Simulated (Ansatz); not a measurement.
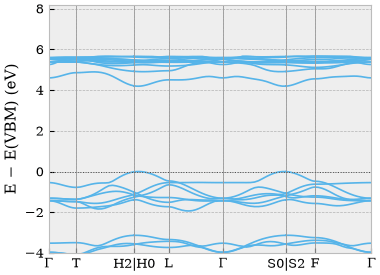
Fig. 1. Band structure from LDA (plane waves, PAW; program Ansatz)

The gap is 4.19 eV; an edge lies off the plotted path or next to a special point (maximum off the standard path, minimum off the standard path).

The material is LaOF in space group R-3m (No. 166; La on 6c, O on 6c, F on 6c).

The first step of the workflow began from a Materials Project structure, measured or hypothetical; the Crystallography Open Database files this formula in space group No. 166, but the cells were not matched. Whether it is the stable phase at ambient conditions was not checked. The cell was relaxed with LDA under the symmetry of its start; its stability against distortions is not shown here. Spin–orbit coupling is left out wherever it is not named.

Potentials: the later of the program's two PAW sets.
